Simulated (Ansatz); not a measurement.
**InNH4Cl2O: geometry relaxation (part 2 of 2)**

InNH4Cl2O; RKS BLYP/def2-SVP (Ansatz 0.2.0). The input holds or restrains some coordinates. It belongs to a series of runs on one base structure; here: pulled along the bonds that form and break, towards end B.

Geometry of the input (Å):
```
In 0.0000  0.0000  0.0000
Cl 0.0000  0.0000  2.7900
O  1.7233  0.0000  -0.9950
H  2.0232  -0.9519  -1.1499
Cl -2.1130  0.0000  -1.2200
N  -0.3039  2.2859  0.7662
H  -1.2346  2.7731  0.6245
H  0.4942  2.7959  1.2422
H  -0.2081  1.5649  2.0024
```

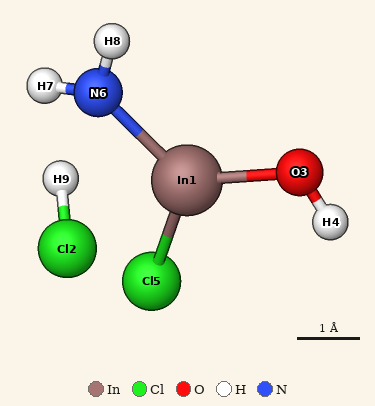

Fig. 1: The geometry at step 9 of the log (ball-and-stick view, seen at a tilt; atoms are numbered from 1 in the order of the input).

**Trajectory as extended XYZ, continued**
```
9
Properties=species:S:1:pos:R:3:forces:R:3 step=4 energy=-33809.82870
In   -0.0530    0.3605   -0.3773   -0.0453   1.3070   0.5425
Cl   -0.0143    0.1326    3.1904   -0.0580   0.4504  -0.3849
O     1.8041   -0.0262   -1.0075    0.3390   0.0272   0.0205
H     2.0212   -0.9644   -1.1519   -0.0837  -0.2613  -0.0368
Cl   -2.1919   -0.0489   -1.2565   -0.4063  -0.3928  -0.2125
N    -0.2395    2.3087    0.4541    0.3066   0.5255   1.1995
H    -1.1849    2.7250    0.6265    0.5756  -0.5368  -0.1755
H     0.4267    2.7494    1.1567   -0.6121  -0.6258  -1.0641
H    -0.1873    1.2311    2.4259   -0.0159  -0.4934   0.1112
9
Properties=species:S:1:pos:R:3:forces:R:3 step=5 energy=-33810.02199
In    0.0239    0.5422   -0.4101   -0.0816   0.6920   0.2976
Cl   -0.0175    0.1091    3.1809   -0.1079   0.4716  -0.5056
O     1.8491   -0.1082   -0.9817    0.0877  -0.4053  -0.0242
H     1.8712   -1.0732   -1.2019   -0.1732   0.4661   0.1149
Cl   -2.0886   -0.2043   -1.2388    0.0619  -0.1053  -0.0009
N    -0.2278    2.4422    0.4890   -0.2101  -0.1175   0.5181
H    -1.2080    2.7163    0.7105    0.4986  -0.2325  -0.1678
H     0.4090    2.9005    1.1734   -0.1567  -0.3888  -0.5200
H    -0.2301    1.1432    2.3390    0.0814  -0.3803   0.2877
9
Properties=species:S:1:pos:R:3:forces:R:3 step=6 energy=-33810.07958
In    0.0555    0.6201   -0.4573   -0.1705   0.5583   0.4329
Cl   -0.1393    0.0593    3.1300   -0.0459   0.5587  -0.5035
O     1.8830   -0.0993   -0.9611   -0.1403  -0.1478  -0.0117
H     1.7843   -1.0395   -1.2403    0.0084   0.2257   0.0523
Cl   -2.0194   -0.3575   -1.1306    0.0877  -0.0235  -0.0464
N    -0.2305    2.4758    0.5069    0.0979  -0.6662  -0.0542
H    -1.1779    2.7621    0.7810    0.0753  -0.0742  -0.0557
H     0.4855    2.9039    1.1019    0.0441   0.0201  -0.0959
H    -0.2602    1.1429    2.3300    0.0433  -0.4511   0.2823
9
Properties=species:S:1:pos:R:3:forces:R:3 step=7 energy=-33810.09145
In   -0.0013    0.6048   -0.4252   -0.1872   0.6137   0.3392
Cl   -0.1628    0.0633    3.1640   -0.0910   0.5179  -0.4993
O     1.8343   -0.0804   -0.9189    0.0045  -0.0775  -0.0057
H     1.7332   -0.9918   -1.2705    0.0418   0.0701   0.0160
Cl   -1.9624   -0.4815   -1.2631    0.0899   0.0662   0.0738
N    -0.2180    2.4642    0.5412    0.5258  -0.4144   0.2369
H    -1.1307    2.7661    0.8998    0.1010   0.0479  -0.0911
H     0.5834    2.9788    0.9693   -0.6324  -0.4409  -0.3335
H    -0.2946    1.1444    2.3638    0.1477  -0.3829   0.2637
9
Properties=species:S:1:pos:R:3:forces:R:3 step=8 energy=-33810.10934
In   -0.0032    0.6090   -0.4285   -0.1668   0.6225   0.3663
Cl   -0.1899    0.0202    3.1586   -0.0039   0.5923  -0.5133
O     1.8401   -0.0837   -0.8954   -0.0716  -0.1887  -0.0747
H     1.7305   -0.9752   -1.3010    0.0649   0.1977   0.0990
Cl   -1.9642   -0.5022   -1.2282    0.0829   0.0699   0.0454
N    -0.2209    2.4518    0.5650   -0.1309  -0.5537   0.2336
H    -1.1484    2.8493    0.7982    0.4878  -0.1814  -0.1550
H     0.5674    2.9593    0.9943   -0.2576  -0.1276  -0.2293
H    -0.2303    1.1395    2.3973   -0.0048  -0.4311   0.2281
9
Properties=species:S:1:pos:R:3:forces:R:3 step=9 energy=-33810.18428
In   -0.0181    0.6148   -0.4426   -0.0439   0.6445   0.3701
Cl   -0.1760   -0.0814    3.1305   -0.0239   0.6357  -0.4560
O     1.8400   -0.0631   -0.8756   -0.0587  -0.0499  -0.0013
H     1.7648   -0.9651   -1.2554    0.0193   0.0540   0.0254
Cl   -1.9989   -0.4659   -1.2004   -0.0145  -0.0236  -0.0071
N    -0.2290    2.4017    0.6461   -0.2310  -0.5789   0.4018
H    -1.1296    2.9036    0.7176    0.3333  -0.2125  -0.2117
H     0.5669    3.0150    0.8519   -0.0098  -0.0365  -0.2020
H    -0.2392    1.1084    2.4882    0.0292  -0.4328   0.0807
9
Properties=species:S:1:pos:R:3:forces:R:3 step=10 energy=-33810.14107 accepted=F
In   -0.0454    0.6344   -0.3964    0.0295   0.2529   0.1355
Cl   -0.1889   -0.2007    3.1530   -0.0043   0.9073  -0.5533
O     1.8172   -0.0373   -0.8216   -0.0334  -0.1790  -0.0835
H     1.7450   -0.9068   -1.2763    0.0408   0.1374   0.0830
Cl   -1.9874   -0.4836   -1.2053   -0.0485  -0.0408  -0.0150
N    -0.2341    2.3653    0.7876   -0.1127   2.2833  -0.2583
H    -1.0974    2.9847    0.5433    1.3669  -1.3209   0.3732
H     0.5901    3.0666    0.6676   -1.2310  -1.4040   0.1472
H    -0.2180    1.0453    2.6086   -0.0072  -0.6362   0.1711
9
Properties=species:S:1:pos:R:3:forces:R:3 step=11 energy=-33810.25330
In   -0.0281    0.6364   -0.4343   -0.0133   0.4783   0.3250
Cl   -0.1719   -0.1356    3.1186   -0.0321   0.6664  -0.4175
O     1.8265   -0.0544   -0.8629   -0.0219  -0.0205   0.0066
H     1.7563   -0.9525   -1.2509   -0.0019   0.0298   0.0110
Cl   -1.9916   -0.4723   -1.2073   -0.0171  -0.0144  -0.0045
N    -0.2300    2.3862    0.7283    0.1456  -0.3680   0.3952
H    -1.1049    2.9211    0.6434    0.0474  -0.0973  -0.1554
H     0.5667    3.0441    0.7615   -0.1472  -0.2248  -0.1814
H    -0.2418    1.0949    2.5640    0.0405  -0.4494   0.0210
9
Properties=species:S:1:pos:R:3:forces:R:3 step=12 energy=-33810.28317
In   -0.0367    0.6578   -0.4408   -0.0685   0.2638   0.4252
Cl   -0.1674   -0.1620    3.0992   -0.0439   0.6730  -0.3131
O     1.8207   -0.0358   -0.8460    0.0219  -0.0146  -0.0219
H     1.7646   -0.9247   -1.2552   -0.0141   0.0128  -0.0067
Cl   -2.0053   -0.4565   -1.2103    0.0164   0.0001  -0.0227
N    -0.2313    2.3708    0.8005    0.0105  -0.4298   0.0725
H    -1.0860    2.9026    0.5741    0.0535  -0.0030  -0.0269
H     0.5726    3.0054    0.6765   -0.0334   0.0104  -0.0325
H    -0.2502    1.1103    2.6624    0.0575  -0.5126  -0.0740
9
Properties=species:S:1:pos:R:3:forces:R:3 step=13 energy=-33810.28891
In   -0.0361    0.6575   -0.4145   -0.0441   0.2096   0.3186
Cl   -0.1791   -0.1677    3.1232   -0.0212   0.6625  -0.3591
O     1.8172   -0.0398   -0.8392   -0.0038  -0.0008  -0.0007
H     1.7463   -0.9193   -1.2659   -0.0009   0.0005  -0.0068
Cl   -1.9870   -0.4599   -1.2274    0.0153   0.0068  -0.0002
N    -0.2293    2.3799    0.8073    0.0237  -0.3842   0.0821
H    -1.0852    2.9042    0.5697    0.0019  -0.0168  -0.0064
H     0.5657    3.0197    0.6541    0.0022  -0.0127  -0.0055
H    -0.2313    1.0934    2.6530    0.0267  -0.4649  -0.0220
```

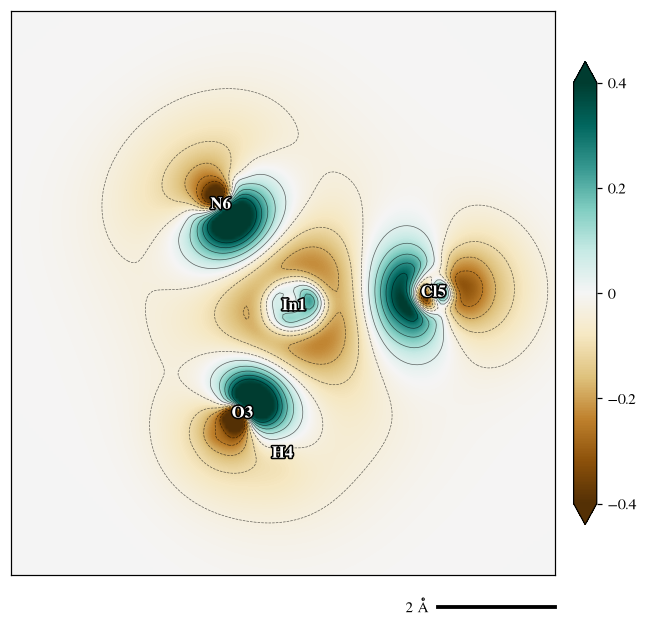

Fig. 2: One frontier orbital on the plane of atoms Cl5, In1 and N6 (values in Å⁻³ᐟ²; the overall sign is arbitrary). The LUMO, at −2.93 eV. It lies mainly on In1 (45 %), Cl5 (15 %), N6 (15 %) and O3 (15 %).

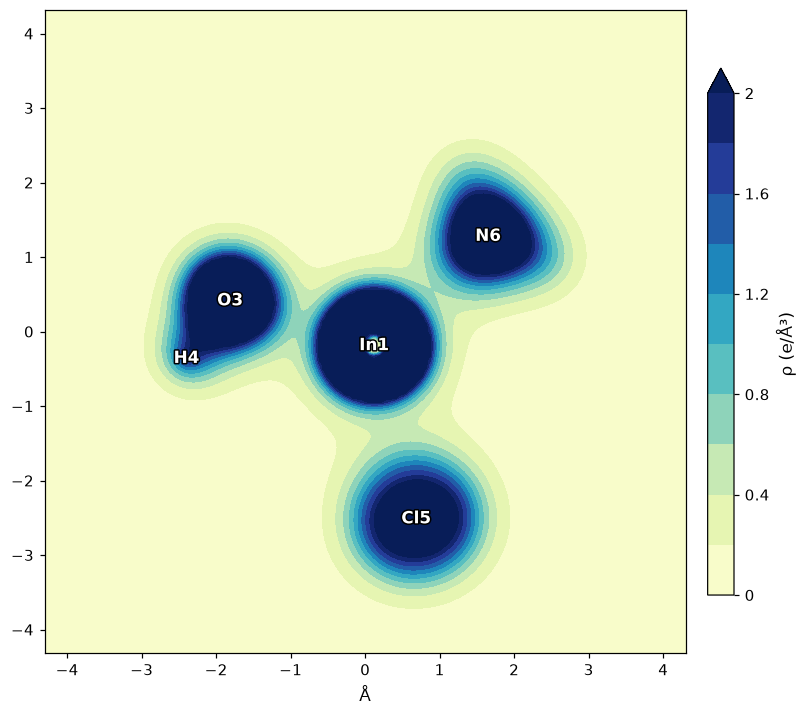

Fig. 3: Electron density on the plane of atoms O3, In1 and Cl5. In–O (2.03 Å): ρ at the midpoint is about 0.66 e/Å³. In–N (2.12 Å): ρ is about 0.6 e/Å³ halfway. O–H (0.98 Å): ρ is about 3.5 e/Å³ halfway, with its minimum of 2.3 e/Å³ about 0.8 Å from O.

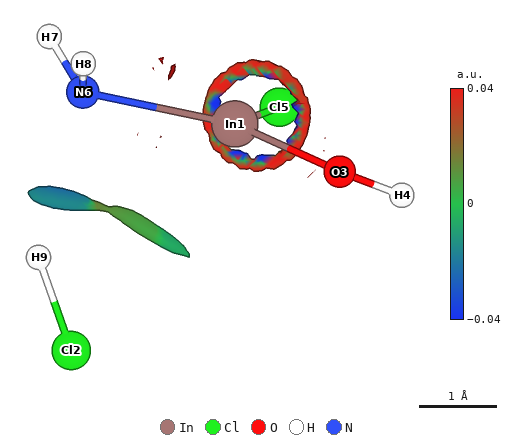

Fig. 4: Non-covalent interaction (NCI) plot: the surface where the reduced density gradient is 0.5, for densities under 0.05 a.u., coloured by sign(λ₂)ρ; seen at a tilt.

**Summary**

```json
{"quantity": "outcome", "value": "converged under the restraints of the input"}
{"quantity": "total energy", "value": "−33810.2893 eV"}
{"quantity": "mean-field energy", "value": "−33810.2893 eV"}
{"quantity": "largest force (length of the vector) at the end, held atoms and coordinates included", "value": "0.754 eV/Å"}
{"quantity": "wall time", "value": "21 s (CPU time 78 s)"}
{"quantity": "peak memory", "value": "0.17 GiB"}
```
